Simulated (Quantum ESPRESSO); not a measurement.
# Voltage at the next charge: Hf2NS2 MXene, 1 layer against an electrode

How the rows were computed: Quantum ESPRESSO 7.5, LDA, GBRV ultrasoft; ESM with bc3, a metal electrode 5.29 Å above the top atoms; cell area 10.078 Å²; ions fixed. V is the potential energy of an electron at the electrode over the slab's Fermi level, divided by e, so that it equals the work function at zero charge; positive charge removes electrons.

| charge (e a cell) | V (V) |
| --- | --- |
| 0 | 5.839 |
| 0.0134 | 6.903 |
| 0.0269 | 7.978 |

One more run was made and is withheld. What is V at a charge of 0.0538 e, and what capacitance do the rows imply?

By hand: The last two rows give dV/dq = (7.978 − 6.903)/(0.0269 − 0.0134) = 79.6 V/e, so C = 1602/(10.078 × 79.6) = 2.00 µF/cm², an effective gap of 8.854/2.00 = 4.43 Å. At constant C, V = 7.978 + 79.6 × 0.0269 = 10.12 V.

**Check.** V = 10.135 V; the estimate misses by −0.01 V, 0.7 % of the step. Over the three intervals C goes 2.00, 2.00 and 1.98 µF/cm².

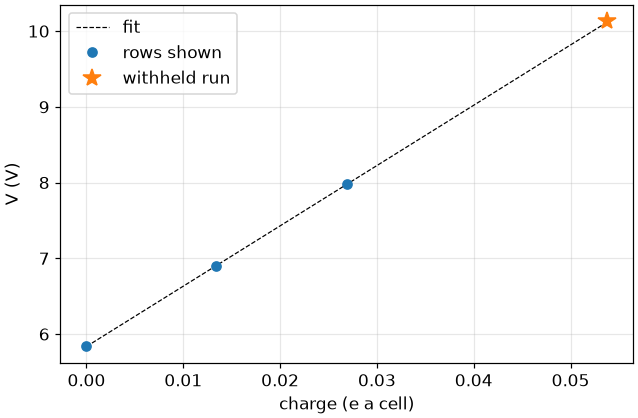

The rows shown, the fit and the withheld run.

**Limits.** Vacuum fills the gap; a dielectric or electrolyte would change C. The slab is thin.
